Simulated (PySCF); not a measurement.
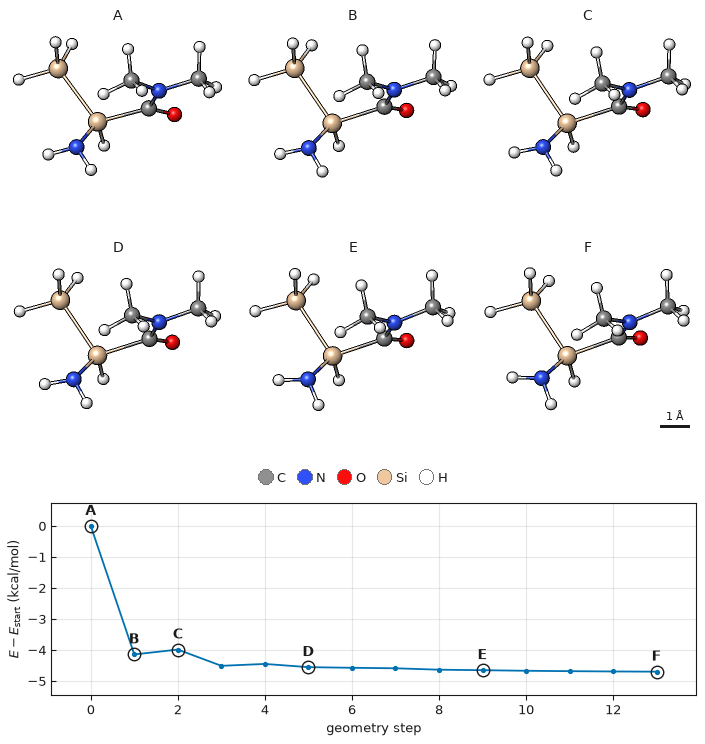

Frames of a relaxation of C3H12N2OSi2, marked on the history of the run. Style: ball-and-stick. Shown at a tilt.

The start comes from GFN2-xTB. Its atoms were then displaced at random by about 0.01 Å.

Computed with PBE0-D3(BJ)/def2-SVP geometry optimisation, gas phase in PySCF 2.14.0, density-fitted response routines. 

Describe the path.

The atom that moves furthest after the best rigid fit is an H atom (0.39 Å). By element the largest moves are H 0.39 Å, O 0.34 Å, C 0.28 Å, N 0.18 Å, Si 0.16 Å. Among the contacts that change: H–Si 1.448 → 1.498 Å, C–Si 1.891 → 1.934 Å, C–H 1.071 → 1.103 Å, Si–Si 2.317 → 2.346 Å. Bond angles that change, for instance: C–Si–N 109.2° → 116.8°, C–Si–Si 113.2° → 106.1°, O–C–Si 117.5° → 112.6°. After 13 geometry steps the energy has fallen by 4.69 kcal/mol. From step 0 to 1: the O atom moves most (0.19 Å), energy −4.14 kcal/mol. From step 1 to 2: an H atom moves most (0.10 Å), energy +0.16 kcal/mol. From step 2 to 5: the O atom moves most (0.06 Å), energy −0.57 kcal/mol. From step 5 to 9: an H atom moves most (0.16 Å), energy −0.10 kcal/mol. From step 9 to 13: an H atom moves most (0.14 Å), energy −0.05 kcal/mol.

```csv
step,"E − E(0), kcal/mol"
0,0.00
1,-4.14
2,-3.98
3,-4.51
4,-4.45
5,-4.55
6,-4.57
7,-4.59
8,-4.63
9,-4.65
10,-4.67
11,-4.68
12,-4.69
13,-4.69
```
